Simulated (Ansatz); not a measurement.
## YB2C2, pressure series

Start from YB2C2 (space group P4_2/mmc, No. 131; a = 3.7806 Å, c = 7.0684 Å; a cell from a computed database, its experimental status unchecked).

Cell and atoms are relaxed at each pressure.

Computed with PBEsol (Ansatz, a first-principles code), spin-orbit coupling left out.

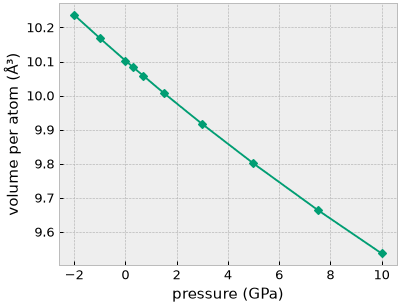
Figure. Volume per atom against pressure

```csv
pressure (GPa),volume per atom
-2,10.24 Å³
-1,10.17 Å³
0.3,10.08 Å³
0.7,10.06 Å³
1.5,10.01 Å³
3,9.92 Å³
5,9.80 Å³
7.5,9.66 Å³
10,9.54 Å³
```

Load acts through the strain it causes; cell and atoms are relaxed under it. Stability against distortions was not tested. No other phases were tried under pressure. All final runs are without spin polarisation.
